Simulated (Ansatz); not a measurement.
# Tc of Ag (Fm-3m) from its phonons

Wanted: λ, ω_log and Tc of Ag (Fm-3m). The cell shown first is a relaxed one, from steps not shown here.

Method: DFT PBE, scalar-relativistic, plane waves, PAW, in Ansatz 0.2.0.

### Step 1. The cell after earlier relaxation steps

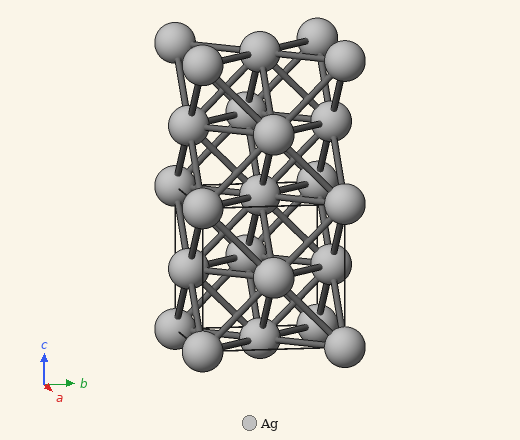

Start, viewed slightly off an axis; silver light grey. 1×1×2 cells are drawn. This picture shows the conventional cell, with its axes. Some periodic images of atoms are drawn too.

### Step 2. Resistivity: q 3×3×3, k 9×9×9, scattering 16×16×16

The run that gives the couplings also evaluates McMillan's and Allen and Dynes's formulas and, where asked, the Eliashberg equations, over a range of μ*.

input.yaml

```yaml
crystal:
  lattice:
    - [0.0, 2.0753695766, 2.0753695766]
    - [2.0753695766, 0.0, 2.0753695766]
    - [2.0753695766, 2.0753695766, 0.0]
  atoms:
    - { symbol: Ag, position: [0.0, 0.0, 0.0] }
kpoints:
  mp_grid: { grid: [9, 9, 9] }
hamiltonian:
  xc: pbe
scf:
  occupations: { method: methfessel_paxton, width: 0.2 }
output:
  eigenvalues: true
phonons:
  method: dfpt
  qmesh: [3, 3, 3]
  temperatures: { t_max: 1000, t_step: 50 }
  qpath:
    path:
      - [[0.0, 0.0, 0.0], [0.5, 0.0, 0.5], [0.625, 0.25, 0.625]]
      - [[0.375, 0.375, 0.75], [0.0, 0.0, 0.0], [0.5, 0.5, 0.5], [0.5, 0.25, 0.75], [0.5, 0.0, 0.5]]
    npoints: 10
  electrical_resistivity:
    mesh: [16, 16, 16]
    temperatures: [20.0, 50.0, 80.0, 100.0, 150.0, 200.0, 273.0, 300.0, 400.0, 500.0, 600.0, 800.0]
  superconductivity: { mesh: [16, 16, 16] }
```

The run is started by

```console
$ ansatz run input.yaml --threads 4 --pin off --max-ram 10240MiB --backend cpu --events-out ev --progress --plain --runs-dir out
```

Numbers of over 12 decimals in the logs are rounded to 6 here.

Output:

```text
Engine: ansatz 0.2.0, aarch64-unknown-linux-gnu
Pseudopotentials: kind: paw
Pseudopotential: Ag, paw, valence charge 19, recommended cutoff 420 eV (normal), Ag.paw.azcp
Functional definition: PBE
  parameter kappa = 0.804
  parameter beta = 0.066725
  exchange = pbe_x(kappa = kappa, mu = beta*pi^2/3)
  correlation = pbe_c(beta = beta)
Crystal: 1 atoms, lattice volume = 17.878 Å³
Basis set: ecut = 420 eV, 339 PW (Γ), exchange–correlation on 40×40×40 points (8 copies of the dense FFT grid, shifted against one another)
Bands: 14, of which v1, the nominal top of the filled ones, is band 10 counted from 1 (9 counted from 0)
Symmetry: 48 space group operations
k-points: 35 of 729
Non-local potential: Ag, projectors of the file, l = 0: 3, l = 1: 2, l = 2: 2, l = 3: 1
PAW form: soft (Blöchl's): semilocal exchange-correlation on the pseudo side does not see the compensation charge
PAW one-centre angular grid: Ag, 590 points (default); XC on 64 Gauss nodes
Initial density: superposition of atomic densities (neutral atoms: chi_scale 0, normalization atom), corrected by the library's trained network
Initial wavefunctions: pseudopotential atomic-orbital guess
Functional: x = pbe(κ = 0.804, μ = 0.219515), c = pbe(β = 0.066725)
SCF iter   1: F=—  HF=-7590.570423 eV  |F-HF|=—  |Δ(HF+E_count)|=         —  Δρ=1.04e-3  dr2=9.17e-5  ethr=1.77e-3  ⟨swp⟩=3.9  Hψ=2300  notcnv=0
preconditioner: auto → none  [insulator: Δε(μ)=0.563 eV  Ē_g=15.786 eV  σ=0.200 eV  W_gap=0.91  n_scr=8 (ndim 8)  ℏωp=29.1 eV  f_vac=0.000  D(μ)=0.19/eV (n_scr^D=0)  ε∞_Penn≈4.4]
SCF iter   2: F=—  HF=-7590.570640 eV  |F-HF|=—  |Δ(HF+E_count)|=   2.17e-4  S|Δr|=    0.00e0  Δρ=5.05e-4  dr2=2.08e-5  ethr=4.83e-7  ⟨swp⟩=2.8  Hψ=1085  notcnv=0
SCF iter   3: F=—  HF=-7590.570668 eV  |F-HF|=—  |Δ(HF+E_count)|=   2.78e-5  S|Δr|=    0.00e0  Δρ=2.67e-4  dr2=4.79e-6  ethr=1.10e-7  ⟨swp⟩=2.0  Hψ=676  notcnv=0
SCF iter   4: F=—  HF=-7590.570682 eV  |F-HF|=—  |Δ(HF+E_count)|=   1.39e-5  S|Δr|=    0.00e0  Δρ=3.64e-5  dr2=8.29e-8  ethr=2.52e-8  ⟨swp⟩=2.1  Hψ=656  notcnv=0
SCF iter   5: F=—  HF=-7590.570672 eV  |F-HF|=—  |Δ(HF+E_count)|=   9.91e-6  S|Δr|=    0.00e0  Δρ=3.22e-6  dr2=4.68e-10  ethr=4.36e-10  ⟨swp⟩=2.0  Hψ=668  notcnv=0
SCF iter   6: F=-7590.570672 eV  HF=-7590.570672 eV  |F-HF|=9.09e-13  |Δ(HF+E_count)|=   1.88e-9  S|Δr|=    0.00e0  Δρ=1.35e-7  dr2=9.54e-13  ethr=1.00e-12  ⟨swp⟩=4.3  Hψ=2241  notcnv=0
SCF 1 converged in 6 iterations: F = -7590.570672 eV  dr2 = 9.54e-13
  greatest PAW one-centre occupation: 1.000 electrons in one spin orbital (limit 2), on the Ag atom at site 0 (counted from 0), in its partial waves of l = 0
NSCF: frozen V_eff on 35 k-points
NSCF: frozen V_eff on 75 k-points
DFPT response loops at q = (0, 0, 0) (fractional): preconditioner auto → Kerker (q_TF=auto, 2.756 Å⁻¹) (partly filled bands, converged f_vac=0.000); β = 1.00, the filter's whole step (`scf.mixing.beta` (0.50) is not read by the response loops under this deck's `scf.mixing.preconditioner`; to damp them name `kerker` or `kerker_dos`, under which they read `scf.mixing.beta`, and type it under 1.00, their step now; both keys bind the ground state too); Broyden in place of MSR1
NSCF: frozen V_eff on 810 k-points
DFPT response loops at q = (0, 0, 0.333333) (fractional): mixed as the last ones told, above
NSCF: frozen V_eff on 450 k-points
DFPT response loops at q = (0, 0.333333, 0.333333) (fractional): mixed as the last ones told, above
NSCF: frozen V_eff on 810 k-points
DFPT response loops at q = (0, 0.333333, -0.333333) (fractional): mixed as the last ones told, above
SCF iter   1: F=—  HF=-7590.570423 eV  |F-HF|=—  |Δ(HF+E_count)|=         —  Δρ=1.04e-3  dr2=9.17e-5  ethr=1.77e-3  ⟨swp⟩=3.9  Hψ=2300  notcnv=0
SCF iter   2: F=—  HF=-7590.570640 eV  |F-HF|=—  |Δ(HF+E_count)|=   2.17e-4  S|Δr|=    0.00e0  Δρ=5.05e-4  dr2=2.08e-5  ethr=4.83e-7  ⟨swp⟩=2.8  Hψ=1085  notcnv=0
SCF iter   3: F=—  HF=-7590.570668 eV  |F-HF|=—  |Δ(HF+E_count)|=   2.78e-5  S|Δr|=    0.00e0  Δρ=2.67e-4  dr2=4.79e-6  ethr=1.10e-7  ⟨swp⟩=2.0  Hψ=676  notcnv=0
SCF iter   4: F=—  HF=-7590.570682 eV  |F-HF|=—  |Δ(HF+E_count)|=   1.39e-5  S|Δr|=    0.00e0  Δρ=3.64e-5  dr2=8.29e-8  ethr=2.52e-8  ⟨swp⟩=2.1  Hψ=656  notcnv=0
SCF iter   5: F=—  HF=-7590.570672 eV  |F-HF|=—  |Δ(HF+E_count)|=   9.91e-6  S|Δr|=    0.00e0  Δρ=3.22e-6  dr2=4.68e-10  ethr=4.36e-10  ⟨swp⟩=2.0  Hψ=668  notcnv=0
SCF iter   6: F=-7590.570672 eV  HF=-7590.570672 eV  |F-HF|=1.82e-12  |Δ(HF+E_count)|=   1.88e-9  S|Δr|=    0.00e0  Δρ=1.35e-7  dr2=9.51e-13  ethr=1.00e-12  ⟨swp⟩=1.4  Hψ=1464  notcnv=0
SCF 2 converged in 6 iterations: F = -7590.570672 eV  dr2 = 9.51e-13
NSCF: frozen V_eff on 35 k-points
NSCF: frozen V_eff on 72 k-points
[...]
SCF converged after 6 iterations
Stability not checked: this state was not tested for a lower state beside it, because cold or Methfessel-Paxton smearing, or corrected tetrahedra, fill the levels in a way that the test cannot read (fill_not_monotonic; see scf.lower_state_search)
Free energy (F): -7590.570672 eV
Harris-Foulkes:  -7590.570672 eV  (|F-HF|=9.09e-13)
Internal energy: -7590.571390 eV  (E = F + TS)
E sigma→0 (E₀):  -7590.570851 eV
Entropy (-TS):   0.000718 eV (0.718 meV/atom)
Fermi energy:    16.690448 eV
--- Per-component energies (eV) ---
  E_band       = -251.573597
  E_kinetic    = 526.912913
  E_local      = -2267.304034  (includes V_loc(G=0)·N_el)
  E_nonlocal   = 80.016478
  E_hartree    = 1027.484740
  E_xc         = -184.711000
  E_vxc        = -234.680362  (∫ρ·V_xc dr)
  E_paw        = -3901.992978  (= ΣΔE_a)
  E_vpaw       = -411.488387  (= ΣTr[D̂ρ^β])
  E_aug_tail   = 0.000328  (compensation charges beyond the density's cutoff)
  E_ewald      = -2870.977836
  E_smearing   = 0.000718  (= −TS)
  E_closure    = 0.000000  (closes the sum)
  Σ components = -7590.570672   (vs F -7590.570672, Δ=0.00e0)
--- Band table (eV; the first three rows and the last of 35) ---
  k-point 0: bands = [... 6 lower, 11.6914, 11.6914, 12.6451, 12.6451, 32.1007, 35.4117, 35.4117, 35.4117]
  k-point 1: bands = [... 6 lower, 11.7818, 11.7818, 12.6172, 12.6172, 31.7767, 33.2847, 35.5038, 35.5038]
  k-point 2: bands = [... 6 lower, 11.8854, 11.8854, 12.6949, 12.6949, 28.1438, 32.7770, 35.4372, 35.4372]
  k-point 34: bands = [... 6 lower, 11.6501, 12.6981, 13.4920, 20.1877, 22.9479, 23.6764, 25.1007, 37.5288]
--- Phonons (Γ-DFPT): 1 representative perturbation + reference (Σ response iterations 5) ---
  ASR residual: 3.252e-5 → 0.000e0 eV/Å²; symmetrization residual: 6.973e-12 eV/Å²
  ASR residual per site (eV/Å²): 3.25e-5
  Γ frequencies (cm⁻¹): 0.00 0.00 0.00
[...]
800.00      5.3300e0             yes      5.3300e0      5.3300e0      5.3300e0        5.4544e0          5.7410e0
  mean free path at 20 K (of a tensor a third of its trace): 19716 nm by what each carries, 14812 by the Fermi surface alone
  Hall coefficient in a weak field at 20 K (a third of the trace): -9.992e-11 m³/C (as a tensor it moves by 1.5 % between the two finest meshes); by each state's relaxation time: -1.041e-10 m³/C; by a constant relaxation time: -8.528e-11 m³/C
  mean free path at 50 K (of a tensor a third of its trace): 650 nm by what each carries, 564 by the Fermi surface alone
  Hall coefficient in a weak field at 50 K (a third of the trace): -9.212e-11 m³/C (as a tensor it moves by 1.8 % between the two finest meshes); by each state's relaxation time: -9.120e-11 m³/C; by a constant relaxation time: -8.527e-11 m³/C
  mean free path at 80 K (of a tensor a third of its trace): 238 nm by what each carries, 222 by the Fermi surface alone
  Hall coefficient in a weak field at 80 K (a third of the trace): -8.619e-11 m³/C (as a tensor it moves by 0.5 % between the two finest meshes); by each state's relaxation time: -8.712e-11 m³/C; by a constant relaxation time: -8.531e-11 m³/C
  mean free path at 100 K (of a tensor a third of its trace): 167 nm by what each carries, 159 by the Fermi surface alone
  Hall coefficient in a weak field at 100 K (a third of the trace): -8.489e-11 m³/C (as a tensor it moves by 1.1 % between the two finest meshes); by each state's relaxation time: -8.594e-11 m³/C; by a constant relaxation time: -8.535e-11 m³/C
  mean free path at 150 K (of a tensor a third of its trace): 98.3 nm by what each carries, 94.7 by the Fermi surface alone
  Hall coefficient in a weak field at 150 K (a third of the trace): -8.391e-11 m³/C (as a tensor it moves by 1.6 % between the two finest meshes); by each state's relaxation time: -8.500e-11 m³/C; by a constant relaxation time: -8.544e-11 m³/C
  mean free path at 200 K (of a tensor a third of its trace): 70.7 nm by what each carries, 68.3 by the Fermi surface alone
  Hall coefficient in a weak field at 200 K (a third of the trace): -8.372e-11 m³/C (as a tensor it moves by 1.8 % between the two finest meshes); by each state's relaxation time: -8.482e-11 m³/C; by a constant relaxation time: -8.549e-11 m³/C
  mean free path at 273 K (of a tensor a third of its trace): 50.6 nm by what each carries, 48.9 by the Fermi surface alone
  Hall coefficient in a weak field at 273 K (a third of the trace): -8.366e-11 m³/C (as a tensor it moves by 2.0 % between the two finest meshes); by each state's relaxation time: -8.477e-11 m³/C; by a constant relaxation time: -8.551e-11 m³/C
  mean free path at 300 K (of a tensor a third of its trace): 45.9 nm by what each carries, 44.3 by the Fermi surface alone
  Hall coefficient in a weak field at 300 K (a third of the trace): -8.366e-11 m³/C (as a tensor it moves by 2.0 % between the two finest meshes); by each state's relaxation time: -8.477e-11 m³/C; by a constant relaxation time: -8.551e-11 m³/C
  mean free path at 400 K (of a tensor a third of its trace): 34.1 nm by what each carries, 32.9 by the Fermi surface alone
  Hall coefficient in a weak field at 400 K (a third of the trace): -8.368e-11 m³/C (as a tensor it moves by 2.1 % between the two finest meshes); by each state's relaxation time: -8.478e-11 m³/C; by a constant relaxation time: -8.552e-11 m³/C
  mean free path at 500 K (of a tensor a third of its trace): 27.2 nm by what each carries, 26.2 by the Fermi surface alone
  Hall coefficient in a weak field at 500 K (a third of the trace): -8.373e-11 m³/C (as a tensor it moves by 2.3 % between the two finest meshes); by each state's relaxation time: -8.480e-11 m³/C; by a constant relaxation time: -8.553e-11 m³/C
  mean free path at 600 K (of a tensor a third of its trace): 22.6 nm by what each carries, 21.8 by the Fermi surface alone
  Hall coefficient in a weak field at 600 K (a third of the trace): -8.381e-11 m³/C (as a tensor it moves by 2.4 % between the two finest meshes); by each state's relaxation time: -8.483e-11 m³/C; by a constant relaxation time: -8.554e-11 m³/C
  mean free path at 800 K (of a tensor a third of its trace): 16.9 nm by what each carries, 16.3 by the Fermi surface alone
  Hall coefficient in a weak field at 800 K (a third of the trace): -8.403e-11 m³/C (as a tensor it moves by 2.5 % between the two finest meshes); by each state's relaxation time: -8.494e-11 m³/C; by a constant relaxation time: -8.558e-11 m³/C
  the resistivity times a path that all electrons share, by the Fermi surface of the deck's mesh alone (a third of the trace): 8.676e-16 Ω·m²
  not converged in the mesh (λ; λ_tr; the resistivity at 20 K by 4.77 %; the resistivity at 50 K by 2.42 %): between neighbouring meshes, the two finest first, λ moves by 2.53 % and 4.45 %, λ_tr by 5.75 % and 11.34 % and the resistivity by up to 4.77 % and 7.45 %; an estimate, no bound, puts it up to 8.8e-7 % above the Boltzmann equation's exact value after up to 5 iterations (at most 30 are made, fewer where the estimate is under 1.0e-6 % of each spin channel's own resistivity)
  vibrations of 27 cells: unjudged by the run; compare a larger repeat
  the changes of the potential over all sites missed a rigid shift's by 0.00 % (the site terms' by 0.04 %)
  at the force constants' own smearing the fine mesh and the k-points of their solves give squared frequencies that differ by 5.0 % of the larger at the most, at (0, 0.3333, -0.3333)
--- Superconductivity: potentials and phonons of a 3×3×3 supercell ---
           mesh         λ    ħω_log (meV)  μ* declared at (meV)
       16×16×16    0.1478          11.674               13.101
          8×8×8    0.1515          11.693               13.022
          4×4×4    0.1582          11.492               12.847
  λ by the species' shares of the modes' patterns: Ag 0.1478
  with the Fermi level up to 19.5 meV (the hardest mode) off, states and modes as they are: density of states 0.1379 to 0.1383 /eV of one spin and cell, λ 0.1468 to 0.1482
  transition temperature on the deck's mesh (K), isotropic and anisotropic, restricted to the Fermi surface (FSR) and over the full bandwidth (FBW), and the last with the density of states resolved in a narrower window:
        μ*   McMillan   Allen–Dynes      iso. FSR      iso. FBW    aniso. FSR    aniso. FBW  narrow window
      0.08      0.000         0.000    none_found    none_found    none_found    none_found     none_found
      0.10      0.000         0.000    none_found    none_found    none_found    none_found     none_found
      0.12      0.000         0.000    none_found    none_found    none_found    none_found     none_found
      0.13      0.000         0.000    none_found    none_found    none_found    none_found     none_found
      0.14          -             -    none_found    none_found    none_found    none_found     none_found
      0.16          -             -    none_found    none_found    none_found    none_found     none_found
      0.20          -             -    none_found    none_found    none_found    none_found     none_found
  none_found: no transition down to 0.1 K
  isotope coefficients −∂ln Tc/∂ln M under μ* = 0.13, the force constants as they are, of the isotropic transitions restricted to the Fermi surface and over the full bandwidth: Ag - and -
  not converged in the mesh (λ): between neighbouring meshes, the two finest first, λ moves by 2.53 % and 4.45 % and the anisotropic transition temperature over the full bandwidth at μ* = 0.13 by nothing (neither mesh has one) and nothing (neither mesh has one); converged means that the two finest part by at most 2.00 % and 5.00 %
  vibrations of 27 cells: unjudged by the run; compare a larger repeat
  the changes of the potential over all sites missed a rigid shift's by 0.00 % (the site terms' by 0.04 %)
  at the force constants' own smearing the fine mesh and the k-points of their solves give squared frequencies that differ by 5.0 % of the larger at the most, at (0, 0.3333, -0.3333)
```

Run time: 46 s. Hardware: 4 threads of Arm Neoverse V2, shared host; peak memory 2.2 GiB; 2.9 min of CPU time.

Reading the cycles: dr2 is the Hartree energy of the density residual (eV), the measure of convergence; HF is the Harris–Foulkes estimate of the energy, which meets the free energy F at convergence.

Numbers from this step:

| Property | Result |
| --- | --- |
| volume per atom | 17.88 Å³ |
| metallic on mesh | yes |
| gap on the k-mesh | 0 eV |
| zero point energy | 0.01923 eV/cell |
| share of imaginary modes in the plain interpolation between solved wavevectors | 0 |
| highest frequency, solved or plainly interpolated | 159.1 cm⁻¹ |
| Debye temperature (second moment) | 201 K |
| resistivity at 300 K | 1.956 μΩ cm |
| coupling constant λ | 0.1478 |
| density of states at the Fermi level | 0.1383 states/eV a spin and cell |
| log mean phonon energy ħω_log | 11.67 meV |
| transport coupling constant λ_tr | 0.1358, 0.1358, 0.1358 (xx, yy, zz) |
| Drude plasma energy | 8.964, 8.964, 8.964 eV (xx, yy, zz) |
| resistivity times mean free path | 8.676, 8.676, 8.676 × 10⁻¹⁶ Ω m² (xx, yy, zz) |
| second-moment phonon energy ħω₂ | 13.10 meV |
| coupling λ by branch | 0.0424, 0.0551, 0.0503 (branches by rank of frequency) |

An empty cell: under 1 mK by a formula, or no transition down to the floor of the Eliashberg search. Transition temperatures:

| μ* | McMillan Tc (K) | Allen–Dynes Tc (K) |
| --- | --- | --- |
| 0.08 | - | - |
| 0.1 | - | - |
| 0.12 | - | - |
| 0.13 | - | - |
| 0.14 | - | - |
| 0.16 | - | - |
| 0.2 | - | - |

(Part 1 of 2 ends here.)

[Logs are printed without paths, hosts, clocks, repeated set-up lines and the standing remarks that a program may print on its own settings, such as how far it seeks lower states.]

[Hosts, paths, dates, database ids (printed as entryN), source tags and the programs' standing remarks are cut or masked in the printed files.]
